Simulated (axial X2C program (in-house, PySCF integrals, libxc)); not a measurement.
# Relativistic diatomic calculation for KS

KS, single determinant with Ω = 1/2. Computed at this level: PBE0, two-component X2C with atomic mean-field Coulomb and Gaunt terms, K dyall-v3z, S dyall-v3z (cores contracted) (axial X2C program (in-house, PySCF integrals, libxc)).

What the run reported:

- outcome: converged
- hardware: 1 CPU thread, shared host
- wall time: 4.7 s

What is odd here:

The input is odd on purpose: excited determinant (pick = 2.0). The program ran to the end. Its numbers are those of the input as typed; this run alone doesn't show how far the oddity moves them. To bear in mind: at every distance an empty level lies below a filled one, since the occupations are held fixed.

Input:
```
{"zs": [19, 16], "q": 0, "bas": ["dyall-v3z", "dyall-v3z"], "levels": ["PBE0", "HF", "TPSS", "PBE"], "cc": false, "r0": 2.87, "npts": 10, "nst": 2, "ntry": 6, "opt": {"pick": 2}}
```

The line is the task of a batch: nuclear charges, charge, bases, the levels to run, a first guess of the distance and further settings. This report covers PBE0 with spin-orbit coupling. The log is that of the reference distance 2.828 Å.

Launched within a batch (the task file carries these settings):
```bash
python <driver script> task.json out
```

Log:
```
two-component X2C + atomic mean field  PBE0
basis functions 127  fitting functions 649  grid points 5085
iter        total energy     max residual
   1      -1000.934118868     1.96e-01
   2      -1000.960406453     1.03e-03
   3      -1000.960440647     4.18e-04
   4      -1000.960446360     1.40e-04
   5      -1000.960446909     1.89e-05
   6      -1000.960446926     5.52e-06
   7      -1000.960446928     1.79e-06
   8      -1000.960446929     4.58e-07
converged
one-electron -1491.05238290  Coulomb 492.47663944  exact exchange -14.49835726  xc functional -44.59694315  nuclear repulsion 56.88467897  atomic mean-field constant -0.17408203
```

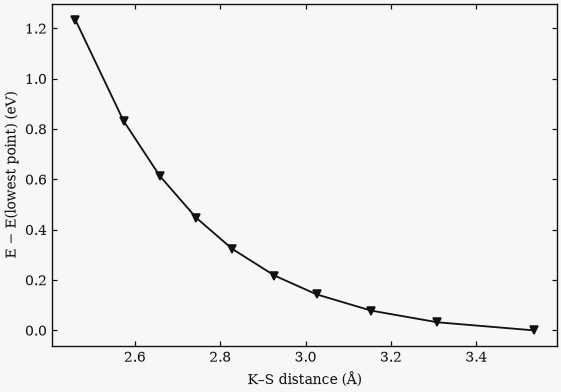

**Figure 1.** Energy at 10 bond lengths, for one set of occupations held fixed; the line joins the points. The lowest point is at 3.54 Å, the end of the range, so no minimum is bracketed. The lowest point lies 0.00 eV below K + S.
